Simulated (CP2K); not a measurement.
# How far to go with the k-point mesh at a smearing width of 0.02 eV: Ba (Im-3m, 1 atom in the cell)

```xyz
1
Lattice="4.3257 0.0000 0.0000 -1.4419 4.0783 0.0000 -1.4419 -2.0392 3.5319" Properties=species:S:1:pos:R:3 pbc="T T T"
Ba     0.0000     0.0000     0.0000
```

Level of theory: PBE, GPW, DZVP-MOLOPT-SR-GTH basis, GTH-PBE potentials (GTH_POTENTIALS) in CP2K 2026.2.

Base settings: CUTOFF = 500 Ry; REL_CUTOFF = 40 Ry; SMEAR/METHOD = GAUSSIAN; SIGMA = 0.1 eV; KPOINTS/SCHEME = MONKHORST-PACK 4 4 4; GAMMA_CENTERED = T; XC_FUNCTIONAL = PBE; Ba/BASIS_SET = DZVP-MOLOPT-SR-GTH-q10; Ba/POTENTIAL = GTH-PBE-q10; METHOD = GPW.

In this ladder: SIGMA = 0.02 eV. Moved along: GAMMA_CENTERED.

Only quantities that move along the ladder and can be compared are tabulated.

The starting cell has typed, rounded lattice constants, without a prior relaxation at this level. Its lattice was rescaled by up to half a per cent. Values carry the incompleteness of an atom-centred basis. Without a gap this mesh is coarse (it stands for a supercell whose shortest vector is 17 Å).

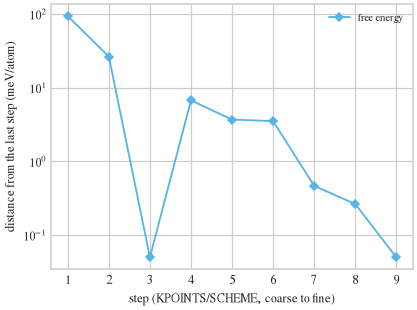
Distance from the last step along the ladder; very small values are drawn at a floor.

| KPOINTS/SCHEME | free energy less the last step's (meV/atom) | pressure (GPa) |
|---|---|---|
| MONKHORST-PACK 3 3 3 | 93.89 | 0.89 |
| MONKHORST-PACK 4 4 4 | 26.52 | 1.38 |
| MONKHORST-PACK 5 5 5 | -0.01 | 1.73 |
| MONKHORST-PACK 6 6 6 | 6.74 | 1.44 |
| MONKHORST-PACK 7 7 7 | -3.70 | 1.37 |
| MONKHORST-PACK 8 8 8 | -3.53 | 1.38 |
| MONKHORST-PACK 10 10 10 | -0.47 | 1.40 |
| MONKHORST-PACK 12 12 12 | 0.26 | 1.39 |
| MONKHORST-PACK 15 15 15 | 0.04 | 1.38 |
| MONKHORST-PACK 18 18 18 | 0.00 | 1.38 |

Coarsest KPOINTS/SCHEME that holds the pressure within 0.1 GPa of the last step, with all finer ones: MONKHORST-PACK 6 6 6; the step before is off by 0.35 GPa.

Coarsest KPOINTS/SCHEME that holds the free energy within 1 meV/atom of the last step, with all finer ones: MONKHORST-PACK 10 10 10; the step before is off by 3.5 meV/atom.

Two neighbours can agree and both be off: MONKHORST-PACK 7 7 7 and MONKHORST-PACK 8 8 8 differ by 0.17 meV/atom in the free energy, yet lie about 3.5 meV/atom from the last step.
